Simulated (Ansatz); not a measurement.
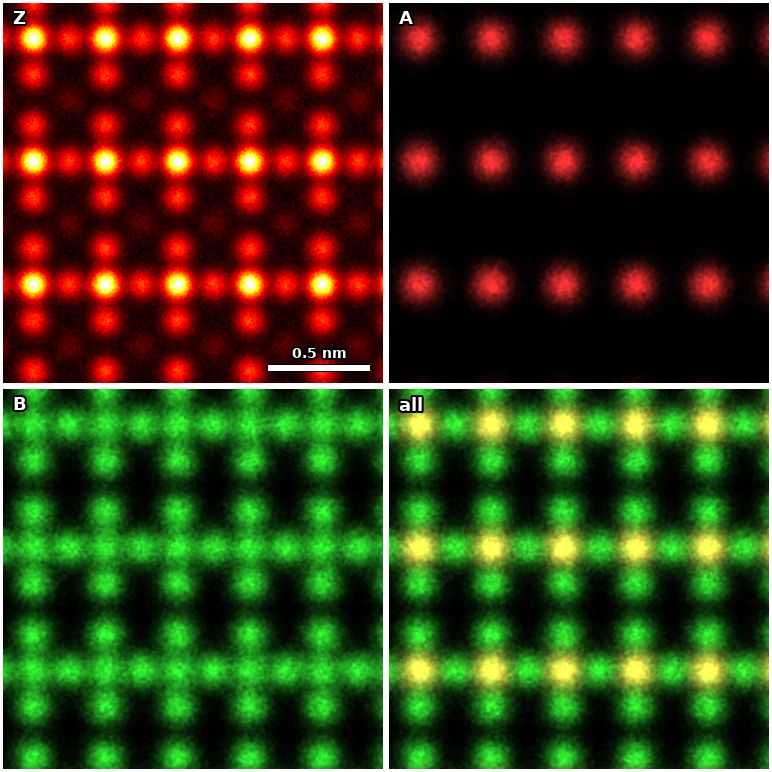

LiAlF4 (P4/mmm, No. 123) along [100]. Panel Z: Simulated incoherent Z contrast: every atom adds Z^1.6 spread by a probe of 1.06 Å full width; channelling and multiple scattering are left out. The display is stretched by a gamma of 0.8; percentages refer to the linear signal. Shot noise was added. The other panels are simulated element maps (the number of atoms of one element along the beam, blurred by 1.4 Å, with counting noise; each on its own scale, no channelling); the last overlays them. Atomic positions: coordinates from a relaxation with Ansatz 0.2.0, DFT PBE, scalar-relativistic, plane waves, PAW; the starting structure was generated, so it need not be a known form of this composition.

```xyz
6
Lattice="3.6004 0.0000 0.0000 0.0000 3.6004 0.0000 0.0000 0.0000 6.1366" Properties=species:S:1:pos:R:3 pbc="T T T"
Li    1.8002    1.8002    3.0683
Al    0.0000    0.0000    0.0000
F     1.8002    0.0000    0.0000
F     0.0000    1.8002    0.0000
F     0.0000    0.0000    1.8049
F     0.0000    0.0000    4.3317
```

Q: Which element does each lettered map show?

A: Al, B: F. The projected cell (3.60 × 6.14 Å, 90°) holds 5 columns: 3 of F, 1 of Li and 1 of Al + F. Columns shared by several elements: Al + F.
